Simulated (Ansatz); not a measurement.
# wB97X/STO-3G run of BrF (SMILES FBr)

What is the energy change on altering one bond length of BrF at wB97X/STO-3G? 

The results are computed with Ansatz 0.2.0.

44 further runs of the same task are left out: 6 that didn't finish, 38 set aside as unsound or not needed.

**1. The structure to begin with**

BrF has 2 atoms, charge 0, and is taken as a singlet. As SMILES, `FBr`. The shape is that of a PBE0-D4/def2-TZVP optimisation.

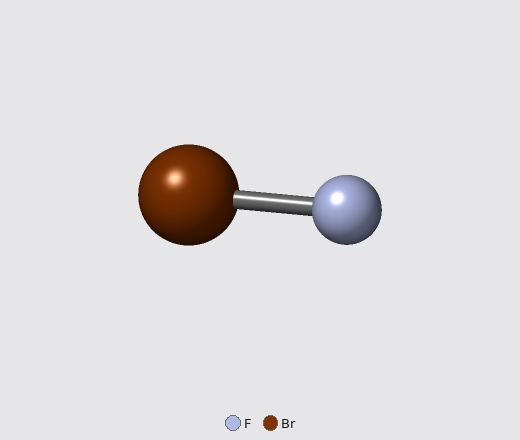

Viewed from a chosen angle; fluorine light blue, bromine brown.

**2. A single-point energy at wB97X/STO-3G**

The input, input.yaml:

```yaml
crystal:
  periodic: [false, false, false]
  atoms:
    - {symbol: F, position_ang: [-0.000000, -0.000000, 0.023210]}
    - {symbol: Br, position_ang: [0.000000, 0.000000, 1.776730]}
basis:
  gaussian: {orbitals: STO-3G}
accuracy: high
hamiltonian: {xc: {name: wB97X}}
```

On the command line:

```
$ ansatz run input.yaml --threads 1 --pin off --max-ram 3480MiB --events-out events.jsonl --progress --plain --runs-dir runs
```

What it wrote:

```text
Warning: RAYON_NUM_THREADS=1 ignored (pool sized by the plan → 1); use --threads N
Functional definition: wB97X
  name "wB97X"
  parameter omega = 0.3/bohr
  parameter cx = 0.157706
  parameter cx1 = 0.726479
  parameter cx2 = 1.04760
  parameter cx3 = -5.70635
  parameter cx4 = 13.2794
  parameter css1 = -4.33879
  parameter css2 = 18.2308
  parameter css3 = -31.7430
  parameter css4 = 17.2901
  parameter cos1 = 2.37031
  parameter cos2 = -11.3995
  parameter cos3 = 6.58405
  parameter cos4 = -3.78132
  exchange = spin_sum(e_x_unif_sr(omega)*poly(b97_u_x, 1 - cx, cx1, cx2, cx3, cx4)) + cx*exact_x_sr(omega)
      + exact_x_lr(omega)
  correlation = spin_sum(e_c_pw_same_spin*poly(b97_u_same, 1, css1, css2, css3, css4))
      + integral(e_c_pw_opposite_spin*poly(b97_u_opposite, 1, cos1, cos2, cos3, cos4))
296 factors; integrals over basis functions are off by at most 8.4e-9 eV
86 factors; integrals over basis functions are off by at most 1.1e-9 eV
mean field evaluation 1: about -71957.2256 eV, gradient 7.6e0 eV
mean field evaluation 2: about -71957.4669 eV, gradient 7.7e-1 eV
mean field evaluation 4: about -71957.4686 eV, gradient 3.9e-2 eV
mean field evaluation 8: about -71957.4704 eV, gradient 2.0e-4 eV
mean field -71957.47043248 eV, -2644.3882638686 hartree, gradient 5.7e-9 eV, S^2 0.000000; 0 other end points of the search recorded, 0 dependent functions left out
reference -71957.47043175 eV, -2644.3882638417 hartree; 22, 22 occupied and 1, 1 virtual orbitals, 296 factors
Total energy: -71957.47043175 eV, -2644.3882638417 hartree
```

It took 1.5 s on 1 thread of Intel Xeon 6975P-C (Granite Rapids), shared host; peak memory 0.21 GiB.

**3. The distorted shape at the same level**

The input, run.yaml:

```yaml
crystal:
  periodic: [false, false, false]
  atoms:
    - {symbol: F, position_ang: [-0.000000, -0.000000, -0.415170]}
    - {symbol: Br, position_ang: [0.000000, 0.000000, 1.776730]}
basis:
  gaussian:
    orbitals: STO-3G
hamiltonian:
  xc: {name: wB97X}
accuracy: high
```

On the command line:

```
$ ansatz run run.yaml --threads 1 --pin off --max-ram 3480MiB --events-out events.jsonl --progress --plain --runs-dir runs
```

What it wrote (excerpt; [...] marks lines left out):

```text
Warning: RAYON_NUM_THREADS=1 ignored (pool sized by the plan → 1); use --threads N
[... 2 set-up lines as earlier in the session ...]
[...]
      + exact_x_lr(omega)
[...]
      + integral(e_c_pw_opposite_spin*poly(b97_u_opposite, 1, cos1, cos2, cos3, cos4))
285 factors; integrals over basis functions are off by at most 2.6e-8 eV
89 factors; integrals over basis functions are off by at most 1.5e-9 eV
[...]
mean field -71956.04540554 eV, -2644.3358950943 hartree, gradient 4.2e-9 eV, S^2 0.000000; 0 other end points of the search recorded, 0 dependent functions left out
reference -71956.04540479 eV, -2644.3358950667 hartree; 22, 22 occupied and 1, 1 virtual orbitals, 285 factors
Total energy: -71956.04540479 eV, -2644.3358950667 hartree
```

Run time: 1.5 s. Hardware: 1 thread of Intel Xeon 6975P-C (Granite Rapids), shared host; peak memory 0.21 GiB.

**4. Results**

At wB97X/STO-3G:

```
                                                          quantity           value
                                         first shape: total energy  -2644.38826 Eh
                                     distorted shape: total energy  -2644.33590 Eh
energy change with the F1–Br2 bond stretched from 1.754 to 2.192 Å        1.425 eV
```

With the F1–Br2 bond stretched from 1.754 to 2.192 Å the energy rises by 1.43 eV (33 kcal/mol). The first shape isn't relaxed at this level, so the change isn't measured from a minimum. The minimal basis adds a large error of its own.
